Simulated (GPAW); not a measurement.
MgCu2S2 (R3m) has these Cu sites:
A. atom 1: 3 S at 2.24 Å (trigonal planar, site symmetry 3m), then 3 Mg at 3.20 Å and 3 Cu at 3.28 Å
B. atom 2: 1 S at 2.28 Å and 3 S at 2.43 Å (distorted tetrahedral, site symmetry 3m), then 3 Mg at 3.07 Å and 3 Cu at 3.28 Å

Their Cu K edges were computed (GPAW, RPBE, excited-electron core hole (neutral cell), 15-atom cell with 6.7 Å between holes, 3×3×3 k points, dipole transitions, Gaussian full width 1.55 eV up to 4 eV, rising linearly to 3.5 eV at 25 eV) and are given in random order.

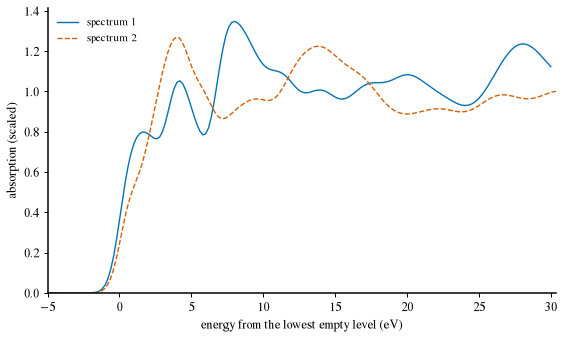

On one photon-energy scale, from the lowest onset; each scaled to a mean of 1 over its first 20 eV.

Question: Which spectrum belongs to which site?

Spectrum 1 is A (onset at +0.00 eV, maxima 1.6 eV (0.80), 8.0 eV (1.35), 20.0 eV (1.08) and 28.0 eV (1.24) above its own zero). Spectrum 2 is B (onset at +0.16 eV, maxima 3.8 eV (1.27), 13.6 eV (1.22) and 26.6 eV (0.98) above its own zero).

[Hosts, paths, dates, database ids (printed as entryN), source tags and the programs' standing remarks are cut or masked in the printed files.]

[Lists of maxima count a maximum above −3 eV only where it reaches 4 % of the highest in the window and stands out from its surroundings by 2 % of it (1.5 % where it reaches 55 %); shoulders and weaker maxima are passed over, and of the rest the first, up to two pre-edge ones and the few strongest are named.]
